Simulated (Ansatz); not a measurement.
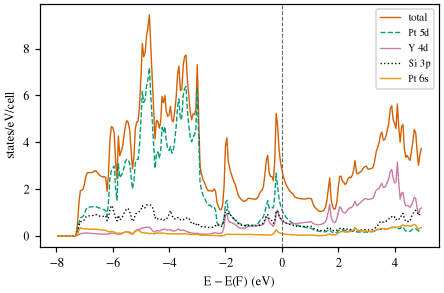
Figure. Total and projected density of states of YSi₂Pt₂ in space group I4/mmm (No. 139; Y on 2a, Si on 4e, Pt on 4d), plane-wave PAW PBEsol (Ansatz code)

Task: Which orbitals carry the states next to the Fermi level?

Result: Within 0.5 eV of the Fermi level: Pt 5d 42 %, Si 3p 24 %, Y 4d 23 %. Projections are on Löwdin-orthogonalised atomic valence shells; empty p or d shells of many metals are not among them.

Task: Where is the tallest occupied peak in this window, and what makes it?

Result: Near -4.7 eV, about 9.4 states/eV per cell; the largest projected share is Pt 5d.

The workflow started from an entry of the Crystallography Open Database (COD). Whether it is the stable phase at ambient conditions was not checked. The cell was relaxed with PBEsol under the symmetry of its start; its stability against distortions is not shown here. The run is not spin-polarised. Spin–orbit coupling is left out wherever it is not named.

Potentials: the later of the program's two PAW sets.
